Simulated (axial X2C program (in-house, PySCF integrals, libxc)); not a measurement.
# All-electron X2C curves of TlSn⁺ in a model world with the speed of light multiplied by 0.9, part 1 of 2

Aim: find the lowest determinant of TlSn⁺, scan the bond at several levels and fit the constants, once spin-free and once with spin–orbit coupling.

The runs use an in-house X2C program for linear molecules on PySCF integrals; all-electron X2C, Tl dyall-v2z, Sn dyall-v2z.

All values are calculated.

### Step 1. Input

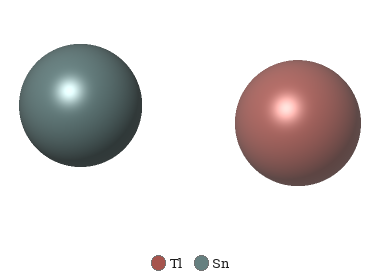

The two atoms at 2.840 Å (thallium brown, tin teal).

task.json reads:

```json
{
 "zs": [
  81,
  50
 ],
 "q": 1,
 "bas": [
  "dyall-v2z",
  "dyall-v2z"
 ],
 "levels": [
  "PBE0",
  "HF",
  "PBE50",
  "PW91"
 ],
 "cc": false,
 "r0": 2.84,
 "npts": 10,
 "nst": 2,
 "ntry": 6,
 "opt": {
  "cfac": 0.9
 }
}
```

Keys: zs atomic numbers; q charge; bas basis sets; levels methods (HF also brings MP2); cc coupled cluster on or off; r0 starting distance in Å; npts points asked for on the curve; nst determinants followed; ntry starts of the search; cfac factor on the speed of light (100 gives the non-relativistic limit).

Run with:

```console
$ python so2c.py task.json out
```

Spin-free means the one-electron spin-free X2C Hamiltonian; two-component (2c) means X2C with spin–orbit coupling and atomic mean-field two-electron Coulomb and Gaunt terms; the speed of light was multiplied by 0.9, so these are model numbers, not those of the real molecule. Basis: Tl dyall-v2z contracted to [11s13p9d5f], Sn dyall-v2z contracted to [9s10p7d]; Gaussian nuclei, density fitting. Masses: Tl 204.974 u, Sn 119.902 u.

Notation: σ, π±, δ± give the projection m of an orbital's angular momentum (0, ±1, ±2), α and β its spin, Λ and M_S the sums; ω is the projection of a spinor's total angular momentum and Ω the sum. Logs are in hartree.

The results follow Hamiltonian by Hamiltonian and level by level.

### Step 2. Which state to follow

PBE0 moves the distance from 2.840 Å to 3.313 Å and compares determinants there.

Spin-free determinants:

```
ΔE (eV)           state                     open shells
   0.00  M_S = 1, Λ = 1   beyond closed shells: σα, π+α
   0.25  M_S = 0, Λ = 1   beyond closed shells: σα, π+β
   0.43  M_S = 0, Λ = 0                    closed shell
   0.60  M_S = 1, Λ = 0  beyond closed shells: π+α, π-α
   1.24  M_S = 0, Λ = 2  beyond closed shells: π+α, π+β
   1.24  M_S = 0, Λ = 0  beyond closed shells: π+β, π-α
   2.91  M_S = 1, Λ = 2   beyond closed shells: 2 × π+α
```

Two-component determinants:

```tsv
ΔE (eV)	state	open shells
0.00	Ω = 1	excess of +ω over −ω: 2 × ω = 1/2
0.12	Ω = 0	closed shell
0.26	Ω = 2	excess of +ω over −ω: ω = 1/2, ω = 3/2
0.46	Ω = 1	excess of +ω over −ω: ω = -1/2, ω = 3/2
1.87	Ω = 0	closed shell
6.67	Ω = 3	excess of +ω over −ω: 3 × ω = 1/2, ω = 3/2
6.84	Ω = 0	excess of +ω over −ω: 3 × ω = 1/2, ω = -3/2
```

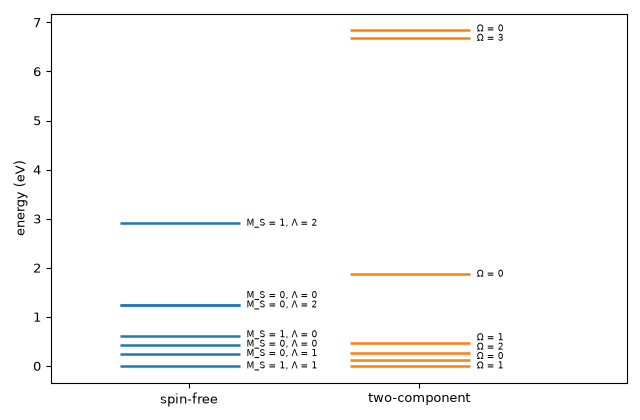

The determinants found, each set from its own lowest.

### Step 3. PBE0, spin-free

State followed: M_S = 1, Λ = 1 (beyond closed shells: σα, π+α). The scan is laid around 3.313 Å, a first estimate of the minimum, and this SCF restarts from the orbitals of the search.

The SCF at the reference distance of 3.313 Å:

```text
spin-free X2C-1e  PBE0
basis functions 204  fitting functions 1184  grid points 5806
iter        total energy     max residual
   1     -26842.612990230     2.20e-05
   2     -26842.612990254     1.01e-05
   3     -26842.612990258     6.13e-06
   4     -26842.612990260     1.05e-06
   5     -26842.612990260     3.53e-07
converged
one-electron -37976.55535491  Coulomb 11050.68181815  exact exchange -138.65045100  xc functional -424.98538168  nuclear repulsion 646.89637918
```

Along the bond, energies from the lowest point:

| R (Å) | E (eV) | μ (D) | HOMO (eV) | LUMO (eV) | iterations |
| --- | --- | --- | --- | --- | --- |
| 2.882 | 0.2456 | 0.99 | -10.30 | -8.64 | 10 |
| 3.015 | 0.1093 | 0.74 | -10.12 | -8.46 | 9 |
| 3.114 | 0.0493 | 0.54 | -9.99 | -8.33 | 9 |
| 3.214 | 0.0149 | 0.34 | -9.88 | -8.21 | 9 |
| 3.313 | 0.0000 | 0.13 | -9.76 | -8.09 | 5 |
| 3.429 | 0.0001 | -0.12 | -9.64 | -7.96 | 9 |
| 3.545 | 0.0139 | -0.38 | -9.53 | -7.85 | 9 |
| 3.694 | 0.0447 | -0.70 | -9.39 | -7.70 | 9 |
| 3.876 | 0.0948 | -1.10 | -9.24 | -7.54 | 9 |
| 4.141 | 0.1772 | -1.67 | -9.04 | -7.33 | 9 |

Dipoles are positive if Sn is the positive end and refer to the centre of mass.

Outer orbitals at the reference distance:

```json
{"symmetry": "δ+α", "occupied": "yes", "ε (eV)": "-33.33", "atomic character": "100% Sn d"}
{"symmetry": "δ-α", "occupied": "yes", "ε (eV)": "-33.28", "atomic character": "100% Sn d"}
{"symmetry": "π+α", "occupied": "yes", "ε (eV)": "-33.25", "atomic character": "100% Sn d"}
{"symmetry": "π-α", "occupied": "yes", "ε (eV)": "-33.23", "atomic character": "100% Sn d"}
{"symmetry": "σα", "occupied": "yes", "ε (eV)": "-33.22", "atomic character": "100% Sn d"}
{"symmetry": "δ+β", "occupied": "yes", "ε (eV)": "-33.17", "atomic character": "100% Sn d"}
{"symmetry": "δ-β", "occupied": "yes", "ε (eV)": "-33.17", "atomic character": "100% Sn d"}
{"symmetry": "π-β", "occupied": "yes", "ε (eV)": "-33.07", "atomic character": "100% Sn d"}
{"symmetry": "π+β", "occupied": "yes", "ε (eV)": "-33.07", "atomic character": "100% Sn d"}
{"symmetry": "σβ", "occupied": "yes", "ε (eV)": "-33.04", "atomic character": "100% Sn d"}
{"symmetry": "δ+α", "occupied": "yes", "ε (eV)": "-22.62", "atomic character": "100% Tl d"}
{"symmetry": "δ-α", "occupied": "yes", "ε (eV)": "-22.61", "atomic character": "100% Tl d"}
{"symmetry": "δ+β", "occupied": "yes", "ε (eV)": "-22.60", "atomic character": "100% Tl d"}
{"symmetry": "δ-β", "occupied": "yes", "ε (eV)": "-22.60", "atomic character": "100% Tl d"}
{"symmetry": "σα", "occupied": "yes", "ε (eV)": "-22.59", "atomic character": "99% Tl d"}
{"symmetry": "π+α", "occupied": "yes", "ε (eV)": "-22.57", "atomic character": "100% Tl d"}
{"symmetry": "π-α", "occupied": "yes", "ε (eV)": "-22.56", "atomic character": "100% Tl d"}
{"symmetry": "π-β", "occupied": "yes", "ε (eV)": "-22.50", "atomic character": "100% Tl d"}
{"symmetry": "π+β", "occupied": "yes", "ε (eV)": "-22.50", "atomic character": "100% Tl d"}
{"symmetry": "σβ", "occupied": "yes", "ε (eV)": "-22.49", "atomic character": "100% Tl d"}
{"symmetry": "σα", "occupied": "yes", "ε (eV)": "-17.98", "atomic character": "61% Sn s, 32% Tl s, 3% Tl p"}
{"symmetry": "σβ", "occupied": "yes", "ε (eV)": "-17.00", "atomic character": "70% Tl s, 25% Sn s, 3% Sn p"}
{"symmetry": "σα", "occupied": "yes", "ε (eV)": "-16.48", "atomic character": "62% Tl s, 32% Sn s, 4% Sn p"}
{"symmetry": "σβ", "occupied": "yes", "ε (eV)": "-15.50", "atomic character": "69% Sn s, 25% Tl s, 4% Tl p"}
{"symmetry": "σα", "occupied": "yes", "ε (eV)": "-10.23", "atomic character": "65% Sn p, 28% Tl p, 3% Tl s"}
{"symmetry": "π+α", "occupied": "yes", "ε (eV)": "-9.76", "atomic character": "91% Sn p, 8% Tl p"}
{"symmetry": "π-α", "occupied": "no", "ε (eV)": "-8.09", "atomic character": "85% Sn p, 14% Tl p"}
{"symmetry": "σβ", "occupied": "no", "ε (eV)": "-7.53", "atomic character": "55% Sn p, 40% Tl p, 2% Sn s"}
{"symmetry": "π+β", "occupied": "no", "ε (eV)": "-7.16", "atomic character": "67% Sn p, 32% Tl p"}
{"symmetry": "π-β", "occupied": "no", "ε (eV)": "-7.16", "atomic character": "67% Sn p, 32% Tl p"}
```

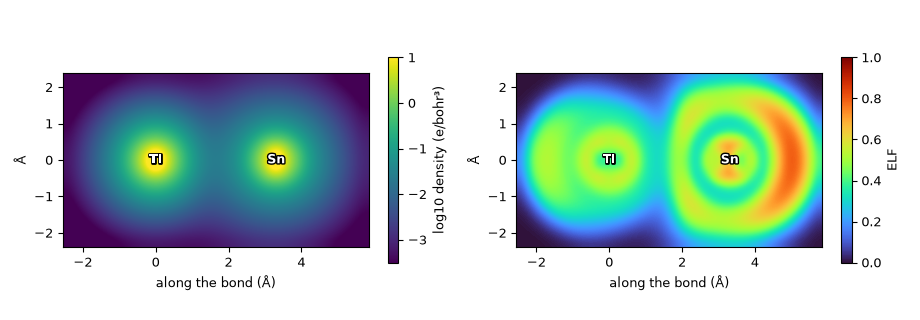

PBE0 fields in a plane through the axis, from a grid of 0.3 Å; Tl lies at z = 0 and Sn at z = 3.313 Å; the ELF is damped to zero where the density is low.

Re = 3.368 Å, ωe = 66.0 cm⁻¹, ωexe = 0.221 cm⁻¹, Be = 0.01965 cm⁻¹, De = 0.791 eV, μ = 0.01 D.

### Step 4. HF, spin-free

The SCF at the reference distance of 3.313 Å:

```text
spin-free X2C-1e  HF
basis functions 204  fitting functions 1184  grid points 5806
iter        total energy     max residual
   1     -26833.578961571     1.41e+00
   2     -26833.631827923     1.14e-02
   3     -26833.633145133     1.08e-02
   4     -26833.633581883     1.69e-03
   5     -26833.633666166     6.77e-04
   6     -26833.633690510     4.15e-04
   7     -26833.633697882     2.42e-04
   8     -26833.633700161     8.83e-05
   9     -26833.633700489     1.98e-05
  10     -26833.633700515     6.43e-06
  11     -26833.633700519     3.66e-06
  12     -26833.633700520     1.55e-06
converged
one-electron -37977.40783500  Coulomb 11051.71014463  exact exchange -554.83238933  xc functional 0.00000000  nuclear repulsion 646.89637918
```

Re = 3.642 Å, ωe = 51.0 cm⁻¹, ωexe = 0.166 cm⁻¹, Be = 0.0168 cm⁻¹, De = 0.379 eV, μ = -1.71 D.

### Step 5. PBE50, spin-free

The SCF at the reference distance of 3.313 Å:

```text
spin-free X2C-1e  PBE50
basis functions 204  fitting functions 1184  grid points 5806
iter        total energy     max residual
   1     -26842.119385628     4.73e-01
   2     -26842.125761786     7.60e-03
   3     -26842.125762555     9.37e-03
   4     -26842.126106923     3.25e-04
   5     -26842.126111017     1.91e-04
   6     -26842.126112056     9.36e-05
   7     -26842.126112453     4.49e-05
   8     -26842.126112548     1.25e-05
   9     -26842.126112555     1.90e-06
  10     -26842.126112555     5.62e-07
converged
one-electron -37978.25149591  Coulomb 11052.46092016  exact exchange -277.35792230  xc functional -285.87399368  nuclear repulsion 646.89637918
```

Re = 3.354 Å, ωe = 67.0 cm⁻¹, ωexe = 0.214 cm⁻¹, Be = 0.01981 cm⁻¹, De = 0.701 eV, μ = -0.31 D.

### Step 6. PW91, spin-free

Output at 3.313 Å:

```text
spin-free X2C-1e  PW91
basis functions 204  fitting functions 1184  grid points 5806
iter        total energy     max residual
   1     -26845.929658765     4.71e-01
   2     -26845.937648941     8.16e-03
   3     -26845.937321022     1.11e-02
   4     -26845.938083332     4.92e-04
   5     -26845.938086946     2.14e-04
   6     -26845.938087925     4.16e-05
   7     -26845.938087972     1.59e-05
   8     -26845.938087979     7.45e-06
   9     -26845.938087981     6.11e-07
converged
one-electron -37975.67051275  Coulomb 11049.76269582  exact exchange 0.00000000  xc functional -566.92665023  nuclear repulsion 646.89637918
```

Re = 3.376 Å, ωe = 65.1 cm⁻¹, ωexe = 0.2 cm⁻¹, Be = 0.01955 cm⁻¹, De = 0.928 eV, μ = 0.46 D.

### Step 7. MP2, spin-free

Correlated methods: 26 electrons correlated (frozen shells, counted by type: Tl 5 s, 4 p, 2 d, 1 f; Sn 4 s, 3 p, 1 d), 164 virtual spinors in MP2.

MP2: Re = 3.443 Å, ωe = 61.1 cm⁻¹, Be = 0.01879 cm⁻¹, De = 0.589 eV.

### Step 8. A higher determinant, spin-free

State: M_S = 0, Λ = 1 (beyond closed shells: σα, π+β).

Output at the reference distance:

```text
spin-free X2C-1e  PBE0
basis functions 204  fitting functions 1184  grid points 5806
iter        total energy     max residual
   1     -26842.603753946     5.98e-06
   2     -26842.603753950     5.39e-06
   3     -26842.603753951     1.95e-06
converged
one-electron -37976.50180045  Coulomb 11050.62691612  exact exchange -138.64718769  xc functional -424.97806112  nuclear repulsion 646.89637918
```

| R (Å) | E above the lowest PBE0 point (eV) |
| --- | --- |
| 2.882 | 0.486 |
| 3.015 | 0.355 |
| 3.114 | 0.298 |
| 3.214 | 0.266 |
| 3.313 | 0.251 |
| 3.429 | 0.251 |
| 3.545 | 0.264 |
| 3.694 | 0.293 |
| 3.876 | 0.340 |

Re = 3.369 Å, ωe = 63.7 cm⁻¹, ωexe = 0.178 cm⁻¹, Be = 0.01963 cm⁻¹, μ = 0.21 D. ⟨S²⟩ = 1.01 against 0.00 for a pure state, so this determinant mixes spins. Te = 0.25 eV.

### Step 9. The spin-free curves together

Energy (eV) of the followed determinant, spin-free, from each level's lowest point:

| R (Å) | PBE0 | HF | MP2 | PBE50 | PW91 |
| --- | --- | --- | --- | --- | --- |
| 2.882 | 0.246 | 0.469 | 0.305 | 0.235 | 0.252 |
| 3.015 | 0.109 | 0.272 | 0.152 | 0.103 | 0.114 |
| 3.114 | 0.049 | 0.171 | 0.080 | 0.045 | 0.053 |
| 3.214 | 0.015 | 0.101 | 0.035 | 0.013 | 0.017 |
| 3.313 | 0.000 | 0.053 | 0.010 | 0.000 | 0.001 |
| 3.429 | 0.000 | 0.019 | 0.000 | 0.002 | 0.000 |
| 3.545 | 0.014 | 0.003 | 0.005 | 0.018 | 0.013 |
| 3.694 | 0.045 | 0.000 | 0.026 | 0.051 | 0.042 |
| 3.876 | 0.095 | 0.015 | 0.065 | 0.103 | 0.090 |
| 4.141 | 0.177 | 0.058 | 0.136 | 0.188 | 0.169 |

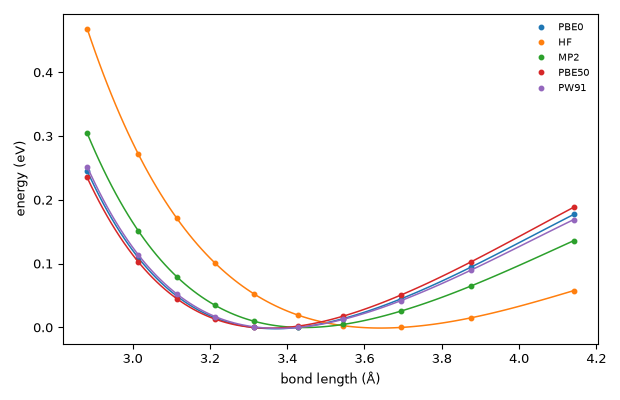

Curves of the followed state, spin-free, each from its own lowest point.

(Continued in part 2 of 2.)
